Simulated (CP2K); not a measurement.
**C2H7B2FO (SMILES BCCOBF): PM6**

Aim: the energy difference between two shapes of C2H7B2FO at PM6, from 2 runs. 

The results are computed with CP2K 2026.2.

4 further runs of the same task are left out: 3 that didn't finish, 1 set aside as unsound or not needed.

### 1 The system as given

C2H7B2FO: 13 atoms, total charge 0, spin state singlet. SMILES: `BCCOBF`. The coordinates come from a GFN2-xTB relaxation. This is one conformer, not always the lowest.

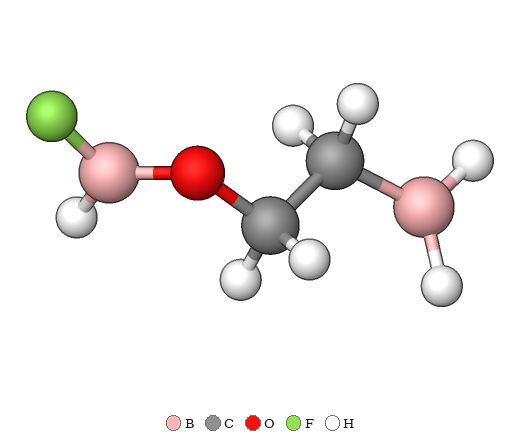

The structure, seen from a chosen angle (boron pink, carbon grey, oxygen red, fluorine green, hydrogen white).

### 2 Energy and forces at PM6

calc.inp

```
&GLOBAL
   PROJECT_NAME calc
   RUN_TYPE ENERGY_FORCE
   PRINT_LEVEL MEDIUM
&END GLOBAL
&FORCE_EVAL
   METHOD Quickstep
   &DFT
      # Quickstep
      &QS
         METHOD PM6
         EPS_DEFAULT 1.0E-10
         &SE
            &COULOMB
               CUTOFF [angstrom] 50
               RC_RANGE [angstrom] 0
            &END COULOMB
            &EXCHANGE
               CUTOFF [angstrom] 50
               RC_RANGE [angstrom] 0
            &END EXCHANGE
         &END SE
      &END QS
      &POISSON
         PERIODIC NONE
         POISSON_SOLVER ANALYTIC
      &END POISSON
      &SCF
         SCF_GUESS ATOMIC
         EPS_SCF 1.0E-06
         MAX_SCF 150
         ADDED_MOS 8
         &DIAGONALIZATION
            ALGORITHM STANDARD
         &END DIAGONALIZATION
         &MIXING
            METHOD DIRECT_P_MIXING
            ALPHA 0.4
         &END MIXING
      &END SCF
      # extra output
      &PRINT
         &MOMENTS
            PERIODIC F
            REFERENCE COM
            MAX_MOMENT 1
         &END MOMENTS
         &MO ON
            ENERGIES T
            OCCUPATION_NUMBERS T
            NDIGITS 6
            &EACH
               QS_SCF 0
            &END EACH
            ADD_LAST NUMERIC
         &END MO
         &HIRSHFELD OFF
         &END HIRSHFELD
      &END PRINT
   &END DFT
   # structure
   &SUBSYS
      # vacuum box
      &CELL
         ABC 19.5 22.2 18.6
         PERIODIC NONE
      &END CELL
      &COORD
         UNIT bohr
         B      1.9131587    -3.9731681    -0.3468592
         C      1.3879094    -1.1964801     0.5370602
         C     -1.2717290    -0.1684502     0.0695797
         O     -1.5300734     2.2692020     1.1365191
         B     -1.6066263     4.4024194    -0.1578488
         F     -1.7730355     6.5086892     1.2002407
         H      0.3098962    -5.2212566    -1.2081775
         H      3.9506047    -4.7888306    -0.1154056
         H      1.7764748    -1.0616670     2.5661914
         H      2.7464335     0.0998153    -0.3306454
         H     -1.6688927    -0.1020452    -1.9634821
         H     -2.6802742    -1.3730750     0.9897063
         H     -1.5538840     4.6048468    -2.3768408
      &END COORD
      &TOPOLOGY
         &CENTER_COORDINATES
         &END CENTER_COORDINATES
      &END TOPOLOGY
   &END SUBSYS
   &PRINT
      &FORCES ON
      &END FORCES
   &END PRINT
&END FORCE_EVAL
```

Launch:

```console
$ OMP_NUM_THREADS=1 cp2k.psmp -i calc.inp > calc.out 2>&1
```

What it wrote:

```text
CP2K| version string:                                       CP2K version 2026.2
[...]
 GLOBAL| Method name                                                        CP2K
[...]
 GLOBAL| Run type                                                   ENERGY_FORCE
[...]
                             - Atoms:                                         13
[...]
                             - Spherical basis functions:                     31
[...]
 Number of electrons:                                                         34
[...]
     1 P_Mix/Diag. 0.40E+00    0.0     0.80858753       -36.5097630864 -3.65E+01
[...]
    18 DIIS/Diag.  0.16E-06    0.0     0.00000056       -44.6668147838 -5.98E-12
  *** SCF run converged in    18 steps ***
  Core-core repulsion energy [eV]:                           2635.85877436476630
  Core Hamiltonian energy [eV]:                             -1983.04833570641404
  Two-electron integral energy [eV]:                        -3736.51256277889115
  Electronic energy [eV]:                                   -3851.30461709585961
  Total energy [eV]:                                        -1215.44584273109308
  Atomic reference energy [eV]:                              1209.29740033524490
  Heat of formation [kcal/mol]:                              -141.78646119485148
[...]
 SE_DIPOLE| Moment [Debye]         -0.68829690       2.75180137       1.64170129
 SE_DIPOLE| Derivative [a.u.]       0.00000000       0.00000000       0.00000000
 ENERGY| Total FORCE_EVAL ( QS ) energy [hartree]            -44.666814783778761
 FORCES| Atomic forces [hartree/bohr]
 FORCES|   Atom     x               y               z               |f|
 FORCES|      1 -4.57621685E-03  9.49536716E-03  2.35135637E-03   1.07996590E-02
 FORCES|      2 -8.92192959E-03  8.17213696E-03 -1.34463434E-03   1.21734421E-02
 FORCES|      3  8.84071725E-03 -1.90989068E-02 -1.23379628E-02   2.43957342E-02
 FORCES|      4  7.16405222E-04 -1.66573813E-02  3.59486258E-02   3.96268254E-02
 FORCES|      5  5.30317517E-04  2.50716893E-02 -3.57736678E-02   4.36878261E-02
 FORCES|      6 -5.82611959E-04 -1.88604928E-03  1.27360819E-02   1.28881496E-02
 FORCES|      7 -7.50052659E-03 -2.79744335E-03 -3.04172120E-03   8.56362401E-03
 FORCES|      8  8.63763317E-03 -1.21199778E-03  1.78878811E-03   8.90378618E-03
 FORCES|      9  4.76703693E-03 -2.43605008E-03  7.76688965E-03   9.43310956E-03
 FORCES|     10  8.12460559E-03  8.12745729E-04 -2.81861179E-03   8.63795949E-03
 FORCES|     11 -3.06463875E-03  1.30759176E-03 -6.44709207E-03   7.25718975E-03
 FORCES|     12 -7.28352623E-03  6.88854579E-04  5.51488334E-03   9.16178003E-03
 FORCES|     13  3.12734290E-04 -1.46055691E-03 -4.34293529E-03   4.59261540E-03
[...]
```

Run time: 0.28 s. Hardware: 1 thread of Arm Neoverse V1, shared host.

### 3 The distorted shape, same level

mol.inp

```
&GLOBAL
    PROJECT mol
    RUN_TYPE ENERGY_FORCE
    PRINT_LEVEL MEDIUM
&END GLOBAL

&FORCE_EVAL
    METHOD QUICKSTEP
    &DFT
        &QS
            METHOD PM6
            EPS_DEFAULT 1.0E-10
            &SE
                &COULOMB
                    CUTOFF [angstrom] 50
                    RC_RANGE [angstrom] 0
                &END COULOMB
                &EXCHANGE
                    CUTOFF [angstrom] 50
                    RC_RANGE [angstrom] 0
                &END EXCHANGE
            &END SE
        &END QS
        &POISSON
            PERIODIC NONE
            POISSON_SOLVER ANALYTIC
        &END POISSON
        &SCF
            SCF_GUESS ATOMIC
            EPS_SCF 1.0E-06
            MAX_SCF 150
            ADDED_MOS 8
            &DIAGONALIZATION
                ALGORITHM STANDARD
            &END DIAGONALIZATION
            &MIXING
                METHOD DIRECT_P_MIXING
                ALPHA 0.4
            &END MIXING
        &END SCF
        &PRINT
            &MOMENTS
                PERIODIC F
                REFERENCE COM
                MAX_MOMENT 1
            &END MOMENTS
            &MO ON
                ENERGIES T
                OCCUPATION_NUMBERS T
                NDIGITS 6
                &EACH
                    QS_SCF 0
                &END EACH
                ADD_LAST NUMERIC
            &END MO
            &HIRSHFELD OFF
            &END HIRSHFELD
        &END PRINT
    &END DFT
    &SUBSYS
        &CELL
            ABC 19.3 22.1 18.8
            PERIODIC NONE
        &END CELL
        &COORD
            UNIT bohr
            B      2.0014619    -3.9076399    -0.2599432
            C      1.3831321    -1.1021544     0.5826215
            C     -1.2619402    -0.2200699    -0.0262521
            O     -1.4708041     2.2213031     1.0209453
            B     -1.6254536     4.3168280    -0.1599370
            F     -1.8709177     6.4864377     1.0713613
            H      0.3643184    -5.0549796    -1.3020799
            H      3.8969838    -4.8850044    -0.0815984
            H      1.6978150    -1.0426923     2.7078377
            H      2.6223654     0.1201601    -0.2122994
            H     -1.5367139    -0.3988191    -2.0358171
            H     -2.3681462    -1.3467322     0.9359303
            H     -1.4228258     4.6652727    -2.5662519
        &END COORD
        &TOPOLOGY
            &CENTER_COORDINATES
            &END CENTER_COORDINATES
        &END TOPOLOGY
    &END SUBSYS
    &PRINT
        &FORCES ON
        &END FORCES
    &END PRINT
&END FORCE_EVAL
```

Launch:

```console
$ OMP_NUM_THREADS=1 cp2k.psmp mol.inp > mol.out
```

What it wrote:

```text
CP2K| version string:                                       CP2K version 2026.2
[...]
 GLOBAL| Method name                                                        CP2K
[...]
 GLOBAL| Run type                                                   ENERGY_FORCE
[...]
                             - Atoms:                                         13
[...]
                             - Spherical basis functions:                     31
[...]
 Number of electrons:                                                         34
[...]
     1 P_Mix/Diag. 0.40E+00    0.0     0.82394421       -36.3732131993 -3.64E+01
[...]
    18 DIIS/Diag.  0.15E-06    0.0     0.00000050       -44.6332293258 -8.74E-12
  *** SCF run converged in    18 steps ***
  Core-core repulsion energy [eV]:                           2657.16889597850286
  Core Hamiltonian energy [eV]:                             -1983.52665424139377
  Two-electron integral energy [eV]:                        -3776.34835535614138
  Electronic energy [eV]:                                   -3871.70083191946424
  Total energy [eV]:                                        -1214.53193594096138
  Atomic reference energy [eV]:                              1209.29740033524490
  Heat of formation [kcal/mol]:                              -120.71126827733777
[...]
 SE_DIPOLE| Moment [Debye]         -0.74430648       3.19599580       1.24941697
 SE_DIPOLE| Derivative [a.u.]       0.00000000       0.00000000       0.00000000
 ENERGY| Total FORCE_EVAL ( QS ) energy [hartree]            -44.633229325760212
 FORCES| Atomic forces [hartree/bohr]
 FORCES|   Atom     x               y               z               |f|
 FORCES|      1 -3.79940648E-02  1.43093198E-02 -1.25260608E-02   4.24877370E-02
 FORCES|      2  2.32724521E-03 -3.71302267E-02  2.90106449E-02   4.71771907E-02
 FORCES|      3  4.54321645E-02  5.94851717E-03 -2.00042605E-02   4.99963685E-02
 FORCES|      4 -7.17594358E-03 -4.00792851E-02  4.93954948E-02   6.40137342E-02
 FORCES|      5  5.62974232E-03  7.01886942E-02 -1.10816124E-01   1.31294935E-01
 FORCES|      6 -1.79647003E-03 -1.54803837E-03  1.92772441E-02   1.94225608E-02
 FORCES|      7  1.10445636E-03  2.53015736E-03  3.95361051E-03   4.82209044E-03
 FORCES|      8  2.83968357E-02 -6.23321401E-03  8.37068967E-03   3.02539531E-02
 FORCES|      9  7.12551236E-04  2.05695391E-04 -1.04835898E-02   1.05097904E-02
 FORCES|     10  4.03127398E-02  2.84061885E-02 -1.68133438E-02   5.21029468E-02
 FORCES|     11 -1.02054687E-02  1.17095197E-02 -1.69856762E-02   2.30168990E-02
 FORCES|     12 -6.14451837E-02 -3.67814695E-02  3.50888223E-02   7.97471789E-02
 FORCES|     13 -5.29860425E-03 -1.15258585E-02  4.25325485E-02   4.43839870E-02
[...]
```

Run time: 0.28 s. Hardware: 1 thread of Arm Neoverse V1, shared host.

### 4 Results

At PM6:

| quantity | value |
| --- | --- |
| first shape: total energy | -44.66681 Eh |
| first shape: dipole moment | 3.28 D |
| first shape: HOMO energy | -11.22 eV |
| first shape: LUMO energy | -0.30 eV |
| first shape: HOMO–LUMO gap | 10.92 eV |
| first shape: heat of formation at this unrelaxed shape | -141.8 kcal/mol |
| first shape: largest force on an atom | 2.247 eV/Å |
| distorted shape: total energy | -44.63323 Eh |
| distorted shape: dipole moment | 3.51 D |
| distorted shape: HOMO energy | -10.83 eV |
| distorted shape: LUMO energy | -0.39 eV |
| distorted shape: HOMO–LUMO gap | 10.44 eV |
| distorted shape: heat of formation at this unrelaxed shape | -120.7 kcal/mol |
| distorted shape: largest force on an atom | 6.751 eV/Å |
| energy change with the atoms displaced | 0.914 eV |

In words: With the atoms displaced the energy rises by 0.91 eV (21.1 kcal/mol). The first shape isn't relaxed at this level, so the change isn't measured from a minimum. The largest force (first shape) is 2.25 eV/Å: the shape isn't a stationary point for this species at this level.
